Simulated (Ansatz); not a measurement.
In2Si2O7 (space group C2/m)

```yaml
crystal:
  lattice:
    - [3.28273, -4.27851, 0.00000]
    - [3.28273, 4.27851, 0.00000]
    - [-1.01619, 0.00000, 4.57490]
  atoms:
    - { symbol: In, position: [0.30705, 0.69295, 0.00000] }
    - { symbol: In, position: [0.69295, 0.30705, 0.00000] }
    - { symbol: Si, position: [0.22283, 0.22283, 0.41060] }
    - { symbol: Si, position: [0.77717, 0.77717, 0.58940] }
    - { symbol: O, position: [0.92086, 0.60611, 0.78081] }
    - { symbol: O, position: [0.07914, 0.39389, 0.21919] }
    - { symbol: O, position: [0.39389, 0.07914, 0.21919] }
    - { symbol: O, position: [0.60611, 0.92086, 0.78081] }
    - { symbol: O, position: [0.00000, 0.00000, 0.50000] }
    - { symbol: O, position: [0.60697, 0.60697, 0.28170] }
    - { symbol: O, position: [0.39303, 0.39303, 0.71830] }
```

A phonon eigenvector at Γ is frozen into this cell: atom i moves by Q times the vector below, so Q is the largest atomic displacement, in Å. The cell is held.

| atom | x | y | z |
|---|---|---|---|
| In1 | -0.407 | 0.000 | 0.254 |
| In2 | -0.407 | 0.000 | 0.254 |
| Si3 | 0.716 | 0.000 | -0.251 |
| Si4 | 0.716 | 0.000 | -0.251 |
| O5 | 0.383 | 0.016 | -0.357 |
| O6 | 0.383 | 0.016 | -0.357 |
| O7 | 0.383 | -0.016 | -0.357 |
| O8 | 0.383 | -0.016 | -0.357 |
| O9 | 0.583 | 0.000 | -0.812 |
| O10 | 0.603 | 0.000 | -0.264 |
| O11 | 0.603 | 0.000 | -0.264 |

The numbers are results of LDA (plane waves to 420 eV, PAW, scalar-relativistic; Ansatz, an electronic-structure program), not measurements. k mesh 5×5×6 (Γ-centred), Fermi-Dirac smearing 0.05 eV. The energy includes the smearing's −TS. In2Si2O7 was relaxed with its symmetry unable to fall. The zero of ΔE is the undisplaced structure.

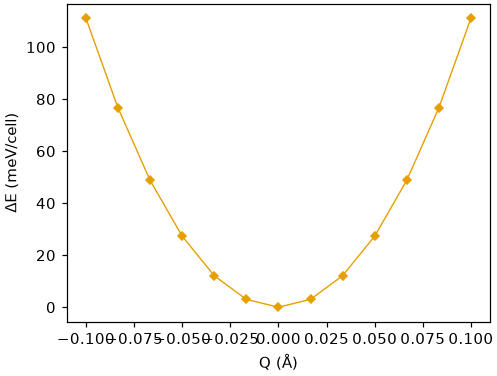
Fig. 1. ΔE (meV/cell) against Q (Å); computed points joined by lines.

Task: What is the energy change at Q = 0.100 Å?

Result: About 110 meV/cell.

Task: What harmonic wavenumber does the curvature at Q = 0 give?

Result: About 210 cm⁻¹.

(For displaced atoms, the force is minus the slope of the energy, and its curvature is a force constant, which sets phonon frequencies.)
